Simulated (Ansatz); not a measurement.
Start from LiF in the rock salt structure (space group Fm-3m, No. 225; a = 4.0077 Å).

Modification: Na replaces 25.0 % of the Li, ordered in a cell of 8 atoms (starting symmetry I4/mmm) and fully relaxed.

Method: PBEsol (Ansatz, an electronic-structure program; PAW; 420 eV plane waves; no SOC).

The zone is the changed cell's own and can be folded.

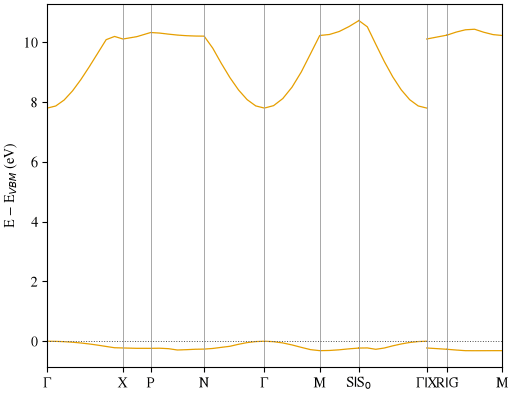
Figure. Highest valence and lowest conduction band along the path of the changed cell's own zone

### Question
From the figure, how large is the changed gap, and is it direct?

### Answer
About 7.8 eV, direct at Γ.

These are small ordered cells, not random alloys; other orderings at the same x differ. Whether these cells are dynamically stable was not tested. Labels are those of the standard path for the cell's own space group.
